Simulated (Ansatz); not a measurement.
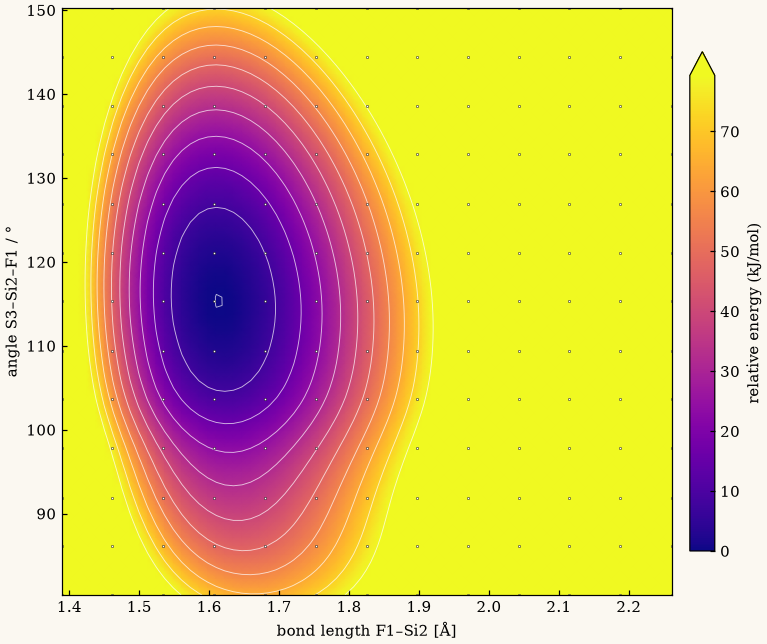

FH₂SSi, SMILES F[SiH2][S], spin multiplicity 2. Coordinates scanned: (1) bond length F1–Si2; (2) angle S3–Si2–F1. Nothing is relaxed (all other coordinates rigid). The grid has 13 × 13 points. Points are written as (first, second). All energies are given in kJ/mol relative to the lowest grid point. Theory: UKS PBE-D4/def2-TZVP in Ansatz.

Drawn: a smooth colour map with a few white contour lines, dots at the grid points, one colour for all values above the top of the scale. Between grid points the surface is interpolated.

**Estimate the position of the minimum and the force constants in these coordinates.**

The interpolated minimum is at bond length F1–Si2 ≈ 1.615 Å, angle S3–Si2–F1 ≈ 115.3°. The curvatures there are about 31 eV/Å² and 4.7 eV/rad², with a cross term of about 0.9 eV/(Å·rad). Round the minimum the two coordinates are weakly coupled (coupling 0.07 in units of the two stiffnesses). (1 eV is 96.5 kJ/mol.)
